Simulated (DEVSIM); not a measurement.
System: abrupt Si p-n junction, at 350 K.

```
layer (left to right)  material  thickness (μm)  Nd (cm⁻³)  Na (cm⁻³)   τn (s)   τp (s)
---------------------  --------  --------------  ---------  ---------  -------  -------
1                            Si            12.0          -     8.4e18  0.00051  0.00051
2                            Si            5.60     3.6e15          -  0.00051  0.00051
```

Left contact: ohmic. Right contact: ohmic. Voltage is applied to the left contact. Recombination: SRH at mid-gap, Auger. Mobility is constant in doping.

Constants are typed, rounded textbook-type inputs, not results; the design itself was drawn at random and stands for no fabricated device. Values at 300 K; Nc and Nv go as T^1.5, mobilities as T to minus their exponent, the gap by Varshni's rule with the affinity fixed.

```
parameter               Si
----------------  --------
gap (eV)             1.124
affinity (eV)         4.05
permittivity          11.7
Nc (cm⁻³)          2.86e19
Nv (cm⁻³)           3.1e19
μn (cm²/Vs)           1417
μp (cm²/Vs)            470
T exponent of μn       2.3
T exponent of μp       2.2
Cn (cm⁶/s)         2.8e-31
Cp (cm⁶/s)         9.9e-32
Varshni α (eV/K)  0.000473
Varshni β (K)          636
```

DEVSIM, 1D drift-diffusion, Boltzmann statistics, complete ionisation; no tunnelling, impact ionisation, image-force lowering or self-heating.

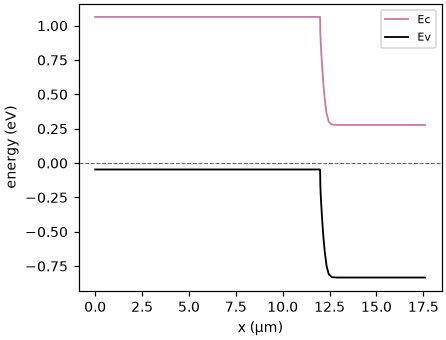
Figure: Band edges at zero bias

Energies count from the Fermi level of the right contact; mesh points crowd at the junctions.

```tsv
x (μm)	Ec (eV)	Ev (eV)	n (cm⁻³)	p (cm⁻³)	field (V/cm)
0.000	1.064	-0.046	17000	8.4e18	≈ 0
0.03485	1.064	-0.046	17000	8.4e18	≈ 0
0.1201	1.064	-0.046	17000	8.4e18	≈ 0
0.3286	1.064	-0.046	17000	8.4e18	≈ 0
1.170	1.064	-0.046	17000	8.4e18	≈ 0
2.897	1.064	-0.046	17000	8.4e18	≈ 0
6.904	1.064	-0.046	17000	8.4e18	≈ 0
10.45	1.064	-0.046	17000	8.4e18	≈ 0
11.38	1.064	-0.046	17000	8.4e18	≈ 0
11.77	1.064	-0.046	17000	8.4e18	≈ 0
11.92	1.064	-0.046	17000	8.4e18	≈ 0
11.99	1.064	-0.047	17000	8.3e18	-2300
12.02	0.908	-0.203	3100000	4.6e16	-33000
12.08	0.747	-0.364	6.4e8	2.2e14	-22000
12.34	0.363	-0.748	2.2e14	6.6e8	-7900
12.86	0.278	-0.833	3.6e15	4.0e7	-16
14.14	0.278	-0.833	3.6e15	4.0e7	≈ 0
16.09	0.278	-0.833	3.6e15	4.0e7	≈ 0
17.15	0.278	-0.833	3.6e15	4.0e7	≈ 0
17.43	0.278	-0.833	3.6e15	4.0e7	≈ 0
17.55	0.278	-0.833	3.6e15	4.0e7	≈ 0
17.60	0.278	-0.833	3.6e15	4.0e7	≈ 0
```
